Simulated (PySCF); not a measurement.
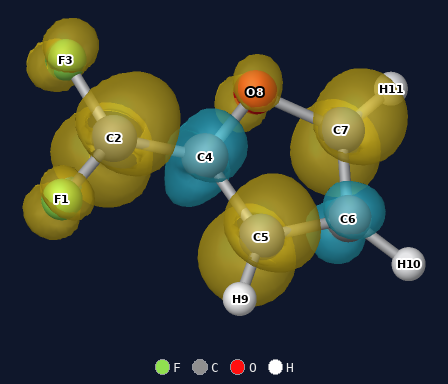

*C₅H₃F₂O (SMILES F[C](F)c1ccco1) (doublet). Isosurfaces of the spin density (α minus β) at +0.03 (yellow) and −0.03 e/Å³ (cyan), seen at a tilt.*

Geometry: GFN2-xTB.

Level of theory: UKS B3LYP, pcH-1 on C F H O, non-relativistic, mean-field spin-orbit, GIAO (PySCF).

```
atom    x (Å)    y (Å)    z (Å)
   F   2.7207   0.2310  -0.9149
   C   1.9688  -0.0802   0.1392
   F   2.7111  -0.4162   1.1885
   C   0.5995  -0.0458   0.1098
   C  -0.2688   0.2955  -0.9463
   C  -1.5610   0.1613  -0.4327
   C  -1.4298  -0.2421   0.8702
   O  -0.1322  -0.3716   1.2121
   H   0.0308   0.5935  -1.9283
   H  -2.4798   0.3380  -0.9524
   H  -2.1538  -0.4609   1.6289
```

**Describe the spin distribution.**

The unpaired spin (1 electron) lies mostly on C2 (about 0.4), C5 (about 0.2) and C7 (about 0.2), in electrons by Hirshfeld's partition.
